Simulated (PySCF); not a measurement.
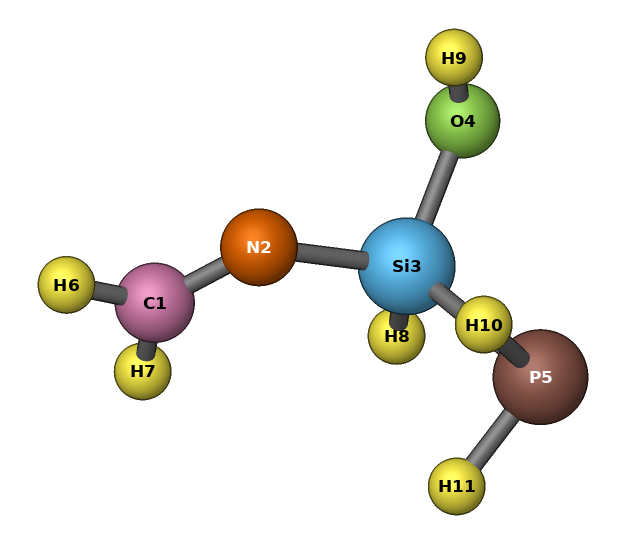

Every bond is drawn as one stick. Computed geometry: PBE0-D3(BJ)/def2-SVP optimisation. No frequency run is at hand to confirm it as a minimum. Method: PBE0/6-31G (PySCF 2.14.0).

> Which bond has the highest Mayer bond order?

C1–N2, 1.90, at a length of 1.262 Å.

List the Mayer bond orders of C1–N2, C1–H6, C1–H7, N2–Si3, Si3–O4, Si3–P5, Si3–H8, O4–H9, P5–H10, P5–H11.

```tsv
bond	Mayer order	length (Å)
C1–N2	1.90	1.262
C1–H6	0.90	1.107
C1–H7	0.89	1.112
N2–Si3	0.81	1.752
Si3–O4	0.88	1.658
Si3–P5	0.84	2.261
Si3–H8	0.87	1.494
O4–H9	0.78	0.962
P5–H10	0.91	1.430
P5–H11	0.90	1.431
```
